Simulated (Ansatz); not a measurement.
# C2H8O3SeZr: small, medium and large basis sets

How large a basis does C2H8O3SeZr need? Two functionals are run in growing sets.

Computed with Ansatz 0.2.0, Gaussian basis. Level: one geometry, several basis sets.

The runs, in order: PBE0-D4/def2-SVP; ωB97M-V/def2-SVP; PBE0-D4/def2-QZVPP; ωB97M-V/def2-QZVPP; the functionals' def2-TZVPP values are taken from earlier runs.

2 further runs of the same task are left out: 1 for a known fault of the program, 1 that didn't finish.

### 1 The relaxed structure

All runs share one geometry, relaxed beforehand with PBE0-D4 in a triple-zeta def2 set. Zr takes the def2 core potential; no spin-orbit term is included.

SMILES `C[O][Zr]([OH])([SeH])[O]C`, 15 atoms, charge 0, spin multiplicity 1.

Atoms are counted from 1 here; the program's logs count them from 0.

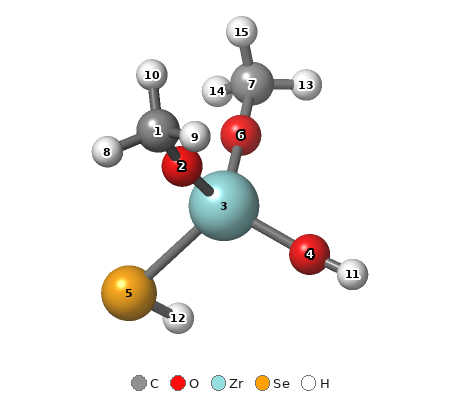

The structure; carbon grey, oxygen red, zirconium light teal, selenium orange, hydrogen white; atoms are numbered from 1 in the order of the file.

### 2 PBE0-D4 in def2-SVP

Contents of in.yaml:

```yaml
crystal:
  periodic: [false, false, false]
  atoms:
    - {symbol: C, position_ang: [-2.325480, 1.750599, 0.456489]}
    - {symbol: O, position_ang: [-1.533416, 0.662161, 0.109106]}
    - {symbol: Zr, position_ang: [-0.307566, -0.768178, -0.170165]}
    - {symbol: O, position_ang: [-0.578839, -2.234198, 1.040012]}
    - {symbol: Se, position_ang: [-0.769261, -1.527097, -2.641732]}
    - {symbol: O, position_ang: [1.491886, -0.151633, -0.027120]}
    - {symbol: C, position_ang: [2.796082, 0.314866, 0.066483]}
    - {symbol: H, position_ang: [-3.037467, 1.967087, -0.345855]}
    - {symbol: H, position_ang: [-2.889124, 1.540192, 1.371210]}
    - {symbol: H, position_ang: [-1.709300, 2.640342, 0.622368]}
    - {symbol: H, position_ang: [-0.769276, -2.870668, 1.721471]}
    - {symbol: H, position_ang: [0.161891, -2.654752, -2.474842]}
    - {symbol: H, position_ang: [3.376454, -0.300844, 0.761963]}
    - {symbol: H, position_ang: [3.282301, 0.282379, -0.914081]}
    - {symbol: H, position_ang: [2.811134, 1.349734, 0.424714]}
basis:
  gaussian: {orbitals: def2-SVP}
hamiltonian: {xc: pbe0, dispersion: d4}
output: {orbitals: {seedname: orbitals}}
```

Command:

```console
$ ansatz run in.yaml --threads 2 --pin off --events-out ev --progress --plain --max-ram 22528MiB --backend cpu
```

Further steps of the session: ωB97M-V in def2-SVP; PBE0-D4 in def2-QZVPP; ωB97M-V in def2-QZVPP.

Before running them: what should the planned runs give, taken together? Wanted: PBE0-D4: double and triple zeta above quadruple; ωB97M-V: double and triple zeta above quadruple.

The runs gave:

| quantity | value |
| --- | --- |
| PBE0-D4: double and triple zeta above quadruple | 20.01, 1.94 eV |
| ωB97M-V: double and triple zeta above quadruple | 20.23, 1.87 eV |

What this shows: For PBE0-D4 the step from double to triple zeta gains 18.07 eV and the next only 1.94 eV. These are total energies; as a rule much of such shifts cancels in differences, which this series doesn't test. The LUMO of ωB97M-V is positive and keeps falling with the basis (1.00 to 0.49 eV): an unbound level that the basis holds in place.
